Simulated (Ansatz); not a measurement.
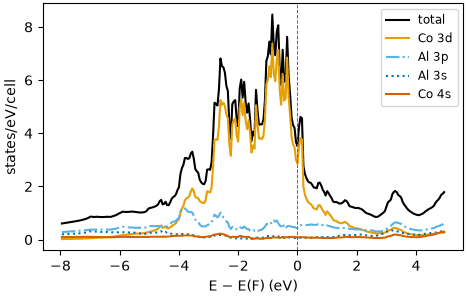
Figure: Total and projected density of states of AlCo in space group Cmcm (No. 63; Al on 4c, Co on 4c), PBEsol (plane waves, PAW; program Ansatz)

Question: Which orbitals carry the states next to the Fermi level?

Answer: Within 0.5 eV of the Fermi level: Co 3d 82 %, Al 3p 12 %. Projections are on Löwdin-orthogonalised atomic valence shells; empty p or d shells of many metals are not among them.

Question: Where is the tallest occupied peak in this window, and what makes it?

Answer: Near -0.8 eV, about 8.5 states/eV per cell; the largest projected share is Co 3d.

The start of the workflow was typed in or built on a structure type; neither database checked (COD, Materials Project) lists it. Its standing as an ambient phase is unchecked. Symmetry was held in the PBEsol relaxation; its stability against distortions is not shown here. Spin order of the final state: ferromagnetic, the only order run, not a proven ground state.

Potentials: the earlier of the program's two PAW sets. The files were generated under PBE; for other functionals the program regenerates the frozen cores, and for LDA and PBEsol the local potential too.
